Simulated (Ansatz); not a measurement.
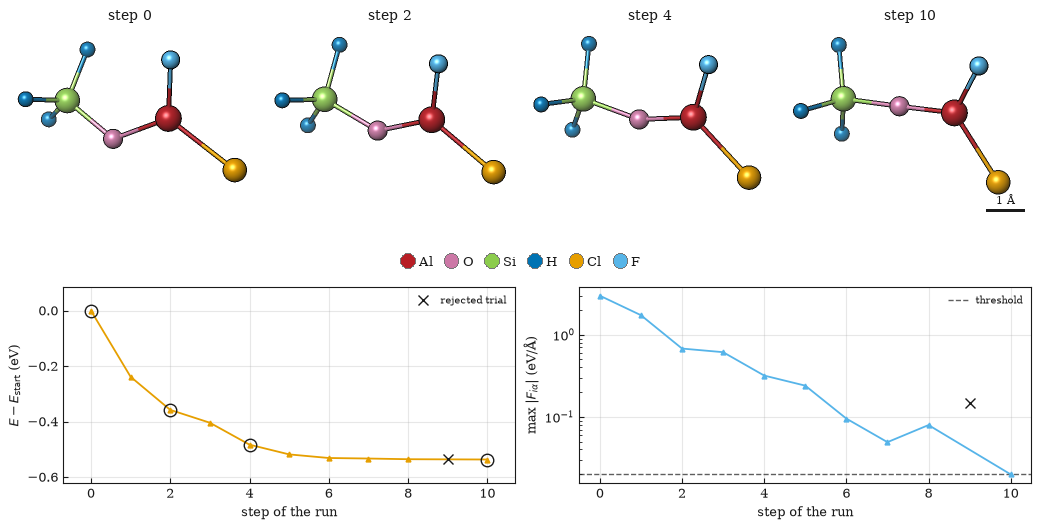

Frames of a relaxation of AlSiH₃OClF, marked on the history of the run. Style: ball-and-stick. Shown at a tilt.

The run prepares the start of a later molecular dynamics calculation, from a guessed geometry.

Level of theory: RKS B3LYP-D4/6-31G in Ansatz 0.2.0.

Input
```yaml
crystal:
  periodic: [false, false, false]
  atoms:
    - { symbol: Al, position_ang: [0.0, 0.0, 0.0] }
    - { symbol: O, position_ang: [0.0, 0.0, 1.78] }
    - { symbol: Si, position_ang: [-1.3147, -0.4067, 2.7436] }
    - { symbol: H, position_ang: [-2.239, -1.2403, 1.9804] }
    - { symbol: H, position_ang: [-0.8506, -1.1432, 3.9157] }
    - { symbol: H, position_ang: [-1.9987, 0.8095, 3.1733] }
    - { symbol: Cl, position_ang: [1.9312, 0.0, -1.115] }
    - { symbol: F, position_ang: [-1.4635, 0.0, -0.845] }
basis:
  gaussian: { orbitals: "6-31G" }
hamiltonian:
  xc: b3lyp
  dispersion: d4
relax:
  f_tol: 0.02
  max_steps: 40
```

Run as
```bash
ansatz run input.yaml --threads 1 --pin off --max-ram 2048MiB --backend cpu --events-out ev --progress --plain --runs-dir out
```

What happens along the run?

After 9 accepted moves (10 points after the start) the energy has fallen by 0.537 eV. Largest force component: 3 eV/Å at the start, 0.02 eV/Å at the end. The line search rejected the trial step at point 9 of the run. O2 moves most after the best rigid fit: 0.89 Å. Largest moves by element: O 0.89 Å, F 0.86 Å, H 0.85 Å, Cl 0.57 Å, Al 0.25 Å, Si 0.14 Å. Some distances before and after: Al1–O2 1.780 → 1.674 Å, Al1–Cl7 2.230 → 2.172 Å, Si3–H4 1.460 → 1.500 Å, O2–Si3 1.680 → 1.703 Å. Bond angles that change, for instance: Al1–O2–Si3 125.0° → 179.3°, Cl7–Al1–F8 120.0° → 116.4°. From step 0 to 2: H and F atoms move most (0.29 Å), energy −0.358 eV. From step 2 to 4: O and H and F atoms move most (0.30 Å), energy −0.125 eV. From step 4 to 10: O2 moves most (0.36 Å), energy −0.054 eV.

| step | E − E(0), eV | largest force component, eV/Å | note |
| --- | --- | --- | --- |
| 0 | 0.0000 | 2.9950 |  |
| 1 | -0.2386 | 1.7325 |  |
| 2 | -0.3580 | 0.6794 |  |
| 3 | -0.4044 | 0.6138 |  |
| 4 | -0.4835 | 0.3184 |  |
| 5 | -0.5186 | 0.2399 |  |
| 6 | -0.5316 | 0.0952 |  |
| 7 | -0.5335 | 0.0492 |  |
| 8 | -0.5359 | 0.0794 |  |
| 9 | -0.5337 | 0.1490 | rejected |
| 10 | -0.5370 | 0.0199 |  |

Limits of the set-up: the basis has no polarisation functions, which atoms past neon need.
